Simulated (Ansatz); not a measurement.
## Changed inputs in constrained RPA: CsPdCl3 (cubic perovskite) (Pm-3m)

Wanted: the sensitivity and cost of U and J for CsPdCl3 (cubic perovskite) (Pm-3m).

Calculated with Ansatz 0.2.0; constrained RPA on LDA, plane waves, PAW.

The structure was built from a prototype and need not be the compound's stable phase.

## 1. Starting point

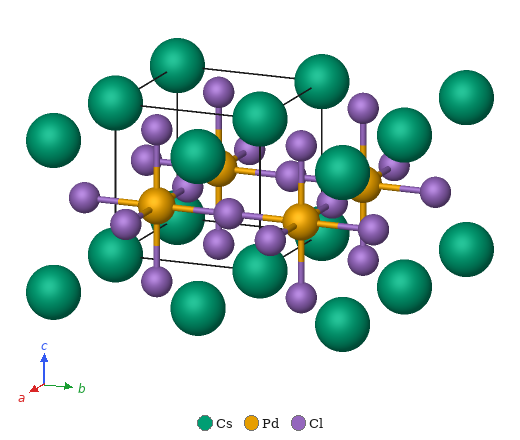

The cell as given, slightly off an axis (caesium teal, palladium orange, chlorine purple). 2×2×1 cells are drawn. Some periodic images of atoms are drawn too.

The structure was relaxed with LDA. The structure type comes from a generator and need not be one that this composition takes. The structure was generated from a model, not taken from a measurement. The runs that relaxed it are not among those shown. The program's search for lower electronic states was switched off, so nothing shows that the state found is the lowest. Spin-orbit coupling is left out unless a step names it. The default PAW set here is soft_2. Its files were made with PBE.

## 2. Base: Pd d + anion p, bands v13 to c1, 4×4×4 mesh, medium accuracy

Constrained RPA screens the interaction with every transition except those inside the target bands, which a later many-body model would treat itself.

input.yaml reads:

```yaml
crystal:
  lattice:
    - [0.0, -4.87164411, 0.0]
    - [0.0, 0.0, 4.87164411]
    - [-4.87164411, 0.0, 0.0]
  atoms:
    - { symbol: Cs, position: [0.0, 0.0, 0.0] }
    - { symbol: Pd, position: [0.5, 0.5, 0.5] }
    - { symbol: Cl, position: [0.5, 0.5, 0.0] }
    - { symbol: Cl, position: [0.5, 0.0, 0.5] }
    - { symbol: Cl, position: [0.0, 0.5, 0.5] }
kpoints:
  mp_grid: { grid: [6, 6, 6] }
hamiltonian:
  xc: lda
scf:
  occupations: { method: gaussian, width: 0.08 }
  n_extra_bands: 19
  max_iter: 150
  lower_state_search: "off"
output:
  crpa:
    kmesh: [4, 4, 4]
    target_bands: [v13, c1]
    projections: [{ species: Pd, l: d, shell: 4 }, { species: Cl, l: p, shell: 3 }]
  local_orbitals:
    kmesh: [8, 8, 8]
    orbitals: [{ species: Pd, l: d, shell: 4 }, { species: Cl, l: p, shell: 3 }]
    window: { bands: [v13, c1] }
    seedname: lo
```

Started as:

```
$ ansatz run input.yaml --threads 4 --pin off --max-ram 9216MiB --backend cpu --events-out ev --progress --plain --runs-dir out
```

Numbers of over 12 decimals in the logs are rounded to 6 here.

What it wrote:

```text
scf.n_extra_bands = 19 over 24 filled bands (N_el = 48.0): the run solves 43 bands
Engine: ansatz 0.2.0, x86_64-unknown-linux-gnu
Pseudopotentials: kind: paw
Pseudopotential: Cs, paw, valence charge 9, recommended cutoff 420 eV (normal), Cs.paw.azcp
Pseudopotential: Pd, paw, valence charge 18, recommended cutoff 420 eV (normal), Pd.paw.azcp
Pseudopotential: Cl, paw, valence charge 7, recommended cutoff 420 eV (normal), Cl.paw.azcp
Functional definition: SPW92
  exchange = slater_x
  correlation = pw_c
Crystal: 5 atoms, lattice volume = 115.618 Å³
Basis set: ecut = 420 eV, 2301 PW (Γ)
Bands: 43, of which v1, the nominal top of the filled ones, is band 24 counted from 1 (23 counted from 0)
Symmetry: 48 space group operations
Space group: Pm-3m (ITA 221), of the structure as read, at distance tolerance 4.9e-5 Å
k-points: 20 of 216
Non-local potential: Cs, projectors of the file, l = 0: 3, l = 1: 2, l = 2: 2, l = 3: 2
Non-local potential: Pd, projectors of the file, l = 0: 2, l = 1: 2, l = 2: 2, l = 3: 1
Non-local potential: Cl, projectors of the file, l = 0: 2, l = 1: 2, l = 2: 2
PAW form: soft (Blöchl's): semilocal exchange-correlation on the pseudo side does not see the compensation charge
PAW frozen core: Cs, regenerated for the run's functional, and the local potential with it (the file was generated under x = pbe(κ = 0.804, μ = 0.219515), c = pbe(β = 0.066725))
PAW frozen core: Pd, regenerated for the run's functional, and the local potential with it (the file was generated under x = pbe(κ = 0.804, μ = 0.219515), c = pbe(β = 0.066725))
PAW frozen core: Cl, regenerated for the run's functional, and the local potential with it (the file was generated under x = pbe(κ = 0.804, μ = 0.219515), c = pbe(β = 0.066725))
PAW one-centre angular grid: Cs, 194 points (default); XC on 64 Gauss nodes
PAW one-centre angular grid: Pd, 590 points (default); XC on 64 Gauss nodes
PAW one-centre angular grid: Cl, 110 points (default); XC on 64 Gauss nodes
Initial density: superposition of atomic densities (neutral atoms: chi_scale 0, normalization atom), corrected by the library's trained network
Initial wavefunctions: pseudopotential atomic-orbital guess
Functional: x = slater, c = lda
SCF iter   1: F=—  HF=-15487.568848 eV  |F-HF|=—  |Δ(HF+E_count)|=         —  Δρ=7.61e-3  dr2=6.06e-2  ethr=1.77e-3  ⟨swp⟩=6.0  Hψ=4017  notcnv=0  defer=139
preconditioner: auto → LDOS  [insulator: Δε(μ)=0.401 eV  Ē_g=15.157 eV  σ=0.080 eV  W_gap=0.80  n_scr=26 (ndim 8)  ℏωp=21.8 eV  f_vac=0.016  D(μ)=2.24/eV (n_scr^D=18)  ε∞_Penn≈3.1  β→1.0]
SCF iter   2: F=—  HF=-15487.557843 eV  |F-HF|=—  |Δ(HF+E_count)|=   1.10e-2  Δρ=4.13e-3  dr2=1.80e-2  ethr=1.26e-4  ⟨swp⟩=2.0  Hψ=1611  notcnv=0  defer=249
[...]
Fermi energy:    6.637285 eV
--- Per-component energies (eV) ---
  E_band       = -382.315342
  E_kinetic    = 1140.843331
  E_local      = -4247.931384  (includes V_loc(G=0)·N_el)
  E_nonlocal   = 348.342379
  E_hartree    = 1714.657194
  E_xc         = -658.913057
  E_vxc        = -703.195416  (∫ρ·V_xc dr)
  E_paw        = -10401.672491  (= ΣΔE_a)
  E_vpaw       = -349.686986  (= ΣTr[D̂ρ^β])
  E_aug_tail   = 0.000497  (compensation charges beyond the density's cutoff)
  E_ewald      = -3384.392607
  E_core_change = 1.522765  (= ΣΔE_core)
  E_smearing   = -0.007177  (= −TS)
  E_closure    = 0.000000  (closes the sum)
  Σ components = -15487.550549   (vs F -15487.550549, Δ=0.00e0)
--- Band table (eV; the first three rows and the last of 20) ---
  k-point 0: bands = [... 20 lower, 4.8653, 4.8653, 5.1530, 5.1530, 5.1530, 10.3272, 11.4942, 11.4942, ... 15 higher]
  k-point 1: bands = [... 20 lower, 4.7810, 4.8667, 5.3405, 5.3405, 5.8035, 10.8485, 11.8275, 11.8601, ... 15 higher]
  k-point 2: bands = [... 20 lower, 4.7266, 4.8687, 5.7577, 5.7577, 6.3989, 12.2428, 12.7118, 12.7167, ... 15 higher]
  k-point 19: bands = [... 20 lower, 6.1494, 6.1494, 6.1494, 8.9952, 8.9952, 12.2141, 12.2141, 12.2141, ... 15 higher]
--- cRPA (band scheme, projected local orbitals): target bands 12..25 (1-based), 14 Wannier function(s), 4×4×4 mesh, 50 bands' worth read of 55 solved, ecut_chi 136.0 eV, v(q+G=0) probe_charge, pair densities all_electron ---
  bands read: the sum over 50 bands ends inside a degenerate multiplet in 10 slots, whose members it reads at an even weight; the widest, k=42: bands 49 to 51 (counted from 1) at 2/3 each
  χ-basis size per q: N_G = 388..437
  window electrons = 26.0000, filled by tetrahedron_uncorrected; constrained ε̄⁻¹(q = 0, 0) head = 0.323038; min gauge Gram eig = 0.7558
  Kanamori averages over each shell's own Wannier functions (sites counted from 0, functions from 1):
  Each shell's averages of U are screened by what lies outside the whole window alone: parameters of one model of all the shells.
    Site 1, 4D, 5 of 5 d orbitals (Wannier functions 1, 2, 3, 4, 5; wannier90's mr 1, 2, 3, 4, 5):
      screened: U = 6.3946 eV, U' = 5.3728 eV, J = 0.5064 eV
      screened, to within: U = 7.3e-3 eV, U' = 7.3e-3 eV, J = 7.1e-4 eV
      bare: V = 17.4631 eV, V' = 16.1300 eV, J = 0.6594 eV
    Site 2, 3P, 3 of 3 p orbitals (Wannier functions 6, 7, 8; wannier90's mr 1, 2, 3):
      screened: U = 5.3942 eV, U' = 4.4315 eV, J = 0.4679 eV
      screened, to within: U = 5.6e-3 eV, U' = 5.6e-3 eV, J = 6.1e-4 eV
      bare: V = 13.1031 eV, V' = 11.6898 eV, J = 0.6871 eV
    Site 3, 3P, 3 of 3 p orbitals (Wannier functions 9, 10, 11; wannier90's mr 1, 2, 3):
      screened: U = 5.3942 eV, U' = 4.4315 eV, J = 0.4679 eV
      screened, to within: U = 5.6e-3 eV, U' = 5.6e-3 eV, J = 6.1e-4 eV
      bare: V = 13.1031 eV, V' = 11.6898 eV, J = 0.6871 eV
    Site 4, 3P, 3 of 3 p orbitals (Wannier functions 12, 13, 14; wannier90's mr 1, 2, 3):
      screened: U = 5.3942 eV, U' = 4.4315 eV, J = 0.4679 eV
      screened, to within: U = 5.6e-3 eV, U' = 5.6e-3 eV, J = 6.1e-4 eV
      bare: V = 13.1031 eV, V' = 11.6898 eV, J = 0.6871 eV
  Hermiticity witness max|P − P†| over intra, direct and exchange elements: 1.60e-14 eV (screened), 3.55e-15 eV (bare)
  Reality witness max|Im| over intra, direct and exchange elements: 7.39e-11 eV (screened), 2.70e-12 eV (bare)
[key lines of the parts left out:]
SCF converged after 6 iterations
Free energy (F): -15487.550549 eV
```

Elapsed: 14 min, on 4 threads of AMD EPYC 7R43, shared host; peak memory 1.1 GiB; 47 min of CPU time.

The column dr2 measures how far the density is from self-consistency, as an energy; F and HF (Harris–Foulkes) agree once it is small.

Numbers from this step:

| Item | Value |
| --- | --- |
| U | 6.395 eV |
| U prime (inter-orbital) | 5.373 eV |
| J | 0.5064 eV |
| bare V | 17.46 eV |
| bare J | 0.6594 eV |
| stated bound on U | 0.007215 eV |
| U over bare V | 0.3662 |
| electrons in the window | 26 |
| head of the constrained inverse dielectric matrix | 0.3230 |
| least eigenvalue of the projection's overlap | 0.7558 |
| target functions | 14 |
| bands in the sums | 50 |
| r.m.s. miss of the model bands | 9.75e-5 eV |
| width of the target bands | 8.665 eV |
| weight of the projected orbitals in the window | 0.9484 |

On the Pd d shell, screening brings the on-site interaction from 17.5 eV down to U = 6.39 eV.

## 3. Changed: 2×2×2 mesh

input.yaml, the sections that differ from step 2:

```yaml
output:
  crpa:
    kmesh: [2, 2, 2]
    target_bands: [v13, c1]
    projections: [{ species: Pd, l: d, shell: 4 }, { species: Cl, l: p, shell: 3 }]
# crystal, kpoints, hamiltonian, scf: as in step 2
```

What it wrote:

```text
[...]
Crystal: 5 atoms, lattice volume = 115.618 Å³
Basis set: ecut = 420 eV, 2301 PW (Γ)
Bands: 43, of which v1, the nominal top of the filled ones, is band 24 counted from 1 (23 counted from 0)
Symmetry: 48 space group operations
[...]
k-points: 20 of 216
[...]
SCF iter   1: F=—  HF=-15487.568848 eV  |F-HF|=—  |Δ(HF+E_count)|=         —  Δρ=7.61e-3  dr2=6.06e-2  ethr=1.77e-3  ⟨swp⟩=6.0  Hψ=4017  notcnv=0  defer=139
[...]
SCF iter   6: F=-15487.550549 eV  HF=-15487.550549 eV  |F-HF|=3.22e-8  |Δ(HF+E_count)|=   8.97e-7  Δρ=6.67e-6  dr2=7.40e-8  ethr=2.08e-10  ⟨swp⟩=10.2  Hψ=4769  notcnv=0
SCF 1 converged in 6 iterations: F = -15487.550549 eV  dr2 = 7.40e-8
[...]
NSCF: frozen V_eff on 4 k-points
[...]
cRPA screening: q 1/8
cRPA screening: q 2/8
cRPA screening: q 5/8 (q-point 4)
cRPA screening: q 8/8
SCF converged after 6 iterations
Free energy (F): -15487.550549 eV
[...]
χ-basis size per q: N_G = 388..437
[...]
screened: U = 6.5126 eV, U' = 5.4864 eV, J = 0.5085 eV
      screened, to within: U = 9.6e-3 eV, U' = 9.6e-3 eV, J = 7.6e-4 eV
      bare: V = 17.5597 eV, V' = 16.2228 eV, J = 0.6614 eV
    Site 2, 3P, 3 of 3 p orbitals (Wannier functions 6, 7, 8; wannier90's mr 1, 2, 3):
      screened: U = 5.4425 eV, U' = 4.4691 eV, J = 0.4720 eV
      screened, to within: U = 6.4e-3 eV, U' = 6.4e-3 eV, J = 6.8e-4 eV
      bare: V = 13.2933 eV, V' = 11.8676 eV, J = 0.6915 eV
    Site 3, 3P, 3 of 3 p orbitals (Wannier functions 9, 10, 11; wannier90's mr 1, 2, 3):
      screened: U = 5.4425 eV, U' = 4.4691 eV, J = 0.4720 eV
      screened, to within: U = 6.4e-3 eV, U' = 6.4e-3 eV, J = 6.8e-4 eV
      bare: V = 13.2933 eV, V' = 11.8676 eV, J = 0.6915 eV
    Site 4, 3P, 3 of 3 p orbitals (Wannier functions 12, 13, 14; wannier90's mr 1, 2, 3):
      screened: U = 5.4425 eV, U' = 4.4691 eV, J = 0.4720 eV
      screened, to within: U = 6.4e-3 eV, U' = 6.4e-3 eV, J = 6.8e-4 eV
      bare: V = 13.2933 eV, V' = 11.8676 eV, J = 0.6915 eV
[...]
[key lines of the parts left out:]
Fermi energy:    6.637285 eV
```

Run time: 70 s. Hardware: 4 threads; peak memory 0.88 GiB.

Numbers from this step:

```yaml
u: 6.513 eV
u_prime_inter_orbital: 5.486 eV
j: 0.5085 eV
bare_v: 17.56 eV
bare_j: 0.6614 eV
stated_bound_on_u: 0.009576 eV
u_over_bare_v: 0.3709
electrons_in_the_window: 26.00
head_of_the_constrained_inverse_dielectric_matrix: 0.3098
least_eigenvalue_of_the_projection_s_overlap: 0.7558
target_functions: 14
bands_in_the_sums: 50
width_of_the_target_bands: 8.665 eV
weight_of_the_projected_orbitals_in_the_window: 0.9484
```

On the Pd d shell, screening brings the on-site interaction from 17.6 eV down to U = 6.51 eV.

## 4. Changed: smooth pair densities

input.yaml: that of step 3 with these lines changed.

```diff
@@ -22,4 +22,5 @@
   crpa:
-    kmesh: [2, 2, 2]
+    kmesh: [4, 4, 4]
     target_bands: [v13, c1]
     projections: [{ species: Pd, l: d, shell: 4 }, { species: Cl, l: p, shell: 3 }]
+    pair_densities: pseudo
```

What it wrote:

```text
[...]
Crystal: 5 atoms, lattice volume = 115.618 Å³
Basis set: ecut = 420 eV, 2301 PW (Γ)
Bands: 43, of which v1, the nominal top of the filled ones, is band 24 counted from 1 (23 counted from 0)
Symmetry: 48 space group operations
[...]
k-points: 20 of 216
[...]
screened, sum over states alone: U = 5.9276 eV, U' = 4.7045 eV, J = 0.5931 eV
      bare: V = 13.1031 eV, V' = 11.6898 eV, J = 0.6871 eV
    Site 4, 3P, 3 of 3 p orbitals (Wannier functions 12, 13, 14; wannier90's mr 1, 2, 3):
      screened: U = 5.4030 eV, U' = 4.4318 eV, J = 0.4720 eV
      screened, to within: U = 1.8e-3 eV, U' = 1.8e-3 eV, J = 1.5e-4 eV
      screened, sum over states alone: U = 5.9276 eV, U' = 4.7045 eV, J = 0.5931 eV
      bare: V = 13.1031 eV, V' = 11.6898 eV, J = 0.6871 eV
[...]
[key lines of the parts left out:]
SCF converged after 6 iterations
Free energy (F): -15487.550549 eV
Fermi energy:    6.637285 eV
```

Wall time 12 min (4 threads); peak memory 0.98 GiB; 42 min of CPU time.

This step gave:

| Quantity | Value |
| --- | --- |
| U | 6.427 eV |
| U prime (inter-orbital) | 5.368 eV |
| J | 0.5251 eV |
| bare V | 17.46 eV |
| bare J | 0.6594 eV |
| stated bound on U | 0.003460 eV |
| U over bare V | 0.3680 |
| electrons in the window | 26 |
| head of the constrained inverse dielectric matrix | 0.3233 |
| least eigenvalue of the projection's overlap | 0.7558 |
| target functions | 14 |
| bands in the sums | 50 |
| width of the target bands | 8.665 eV |
| weight of the projected orbitals in the window | 0.9484 |

On the Pd d shell, screening brings the on-site interaction from 17.5 eV down to U = 6.43 eV.

## 5. Changed: sums over states

input.yaml: that of step 4 with these lines changed.

```diff
@@ -25,2 +25,4 @@
     projections: [{ species: Pd, l: d, shell: 4 }, { species: Cl, l: p, shell: 3 }]
-    pair_densities: pseudo
+    accuracy: sum_over_states
+    n_empty_bands: 96
+    ecut_chi: 70
```

What it wrote:

```text
[...]
Crystal: 5 atoms, lattice volume = 115.618 Å³
Basis set: ecut = 420 eV, 2301 PW (Γ)
Bands: 43, of which v1, the nominal top of the filled ones, is band 24 counted from 1 (23 counted from 0)
Symmetry: 48 space group operations
[...]
k-points: 20 of 216
[...]
screened: U = 5.4665 eV, U' = 4.4435 eV, J = 0.4969 eV
      bare: V = 13.1031 eV, V' = 11.6898 eV, J = 0.6871 eV
    Site 3, 3P, 3 of 3 p orbitals (Wannier functions 9, 10, 11; wannier90's mr 1, 2, 3):
      screened: U = 5.4665 eV, U' = 4.4435 eV, J = 0.4969 eV
      bare: V = 13.1031 eV, V' = 11.6898 eV, J = 0.6871 eV
    Site 4, 3P, 3 of 3 p orbitals (Wannier functions 12, 13, 14; wannier90's mr 1, 2, 3):
      screened: U = 5.4665 eV, U' = 4.4435 eV, J = 0.4969 eV
      bare: V = 13.1031 eV, V' = 11.6898 eV, J = 0.6871 eV
[...]
[key lines of the parts left out:]
SCF converged after 6 iterations
Free energy (F): -15487.550549 eV
Fermi energy:    6.637285 eV
```

It took 62 s on 4 threads; peak memory 1 GiB.

This variant gives U = 6.47 eV against 6.39 eV. It is a finite sum over empty states with no bound on its error and stays out of the table below.

## 6. Changed: spin-orbit coupling, which the program doesn't serve

This step: constrained RPA on LDA with spin-orbit coupling, plane waves, PAW.

input.yaml: that of step 5 with these lines changed.

```diff
@@ -20,2 +20,5 @@
   lower_state_search: "off"
+magnetization:
+  noncollinear: true
+  spin_orbit: true
 output:
@@ -25,4 +28 @@
     projections: [{ species: Pd, l: d, shell: 4 }, { species: Cl, l: p, shell: 3 }]
-    accuracy: sum_over_states
-    n_empty_bands: 96
-    ecut_chi: 70
```

What it wrote:

```text
Error: output.crpa with magnetization.noncollinear: true — the cRPA pipeline runs scalar-band solve channels only (unpolarised or collinear) — spinor oscillator elements are not implemented; use a collinear or unpolarised deck, or drop the output.crpa: request
```

The job ended after 0.07 s (4 threads; peak memory 0.038 GiB).

The input was rejected at the start.

The program's message: “Error: output.crpa with magnetization.noncollinear: true — the cRPA pipeline runs scalar-band solve channels only (unpolarised or collinear) — spinor oscillator elements are not implemented; use a col …”

The fault put into this input: spin-orbit coupling, which the program doesn't serve.

## 7. Side by side

Times are wall times on 4 threads of AMD EPYC 7R43, shared host, good to a factor of about two.

```
                  run  bare V (eV)  U (eV)  J (eV)  bound on U (eV)  width (eV)    time
        target window        17.46   6.395   0.506           0.0072        8.66  14 min
           2×2×2 mesh        17.56   6.513   0.509           0.0096        8.66    70 s
smooth pair densities        17.46   6.427   0.525           0.0035        8.66  12 min
```

## 8. Summary of results

```
target window         : U 6.39 eV, J 0.51 eV
2×2×2 mesh            : U 6.51 eV, J 0.51 eV
smooth pair densities : U 6.43 eV, J 0.53 eV
```

In words: 2×2×2 mesh moves U by +0.12 eV at 0.086 times the time. Smooth pair densities moves U by +0.03 eV. The printed bound covers the solver alone, not the mesh, and no denser mesh than the base was run. The parent state is non-magnetic and the interaction static (zero frequency); U depends on the window and the orbitals, so it belongs to this model alone. A window that holds the anion p bands defines a model with explicit ligands; its U belongs to that model and is not the U of DFT+U.

[Paths, hosts, dates, memory and timing lines, banners, echoed tables and standing remarks are left out of the program output.]

[Logs are printed without paths, hosts, clocks, repeated set-up lines and the standing remarks that a program may print on its own settings, such as how far it seeks lower states.]

[Runs of the session that timed out or met a known fault of the program may be left out.]

[Hosts, paths, dates, database ids (printed as entryN), source tags and the programs' standing remarks are cut or masked in the printed files.]
